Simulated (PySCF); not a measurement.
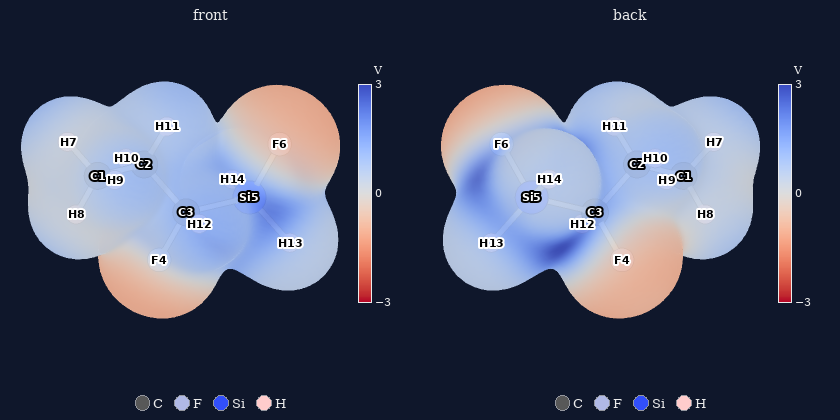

The picture shows: C3H8F2Si. The electrostatic potential painted on the density surface at 0.004 e/bohr³, seen from the front and from behind; the colour scale runs from red (negative) to blue (positive).

Geometry: GFN2-xTB.

The calculation used PBE0/pcSseg-1, SCF density, gas phase, non-relativistic (PySCF).

Input file:

```
{"job": {"kind": "nmr", "xc": "PBE0", "basis": "pcSseg-1"}, "charge": 0, "multiplicity": 1}
C     -2.056388    -0.141776     0.032771
C     -0.682917    -0.083733    -0.626670
C      0.445622    -0.040193     0.399703
F      0.448603    -1.237366     1.118423
Si     2.187648     0.204632    -0.365082
F      2.114621     1.632947    -1.110701
H     -2.836012    -0.213423    -0.721535
H     -2.122833    -1.010636     0.683695
H     -2.233115     0.750935     0.629469
H     -0.545584    -0.962372    -1.260293
H     -0.603942     0.805831    -1.254527
H      0.224348     0.730853     1.150151
H      3.206105     0.334069     0.661414
H      2.453165    -0.770240    -1.408765
```

Launched as:

```sh
OMP_NUM_THREADS=1 python probes_run.py task.json out
```

> Where is the surface potential most negative and most positive?

The most negative region (about −1.1 V) lies over F4 and F6, the most positive (about +2.6 V) over Si5.
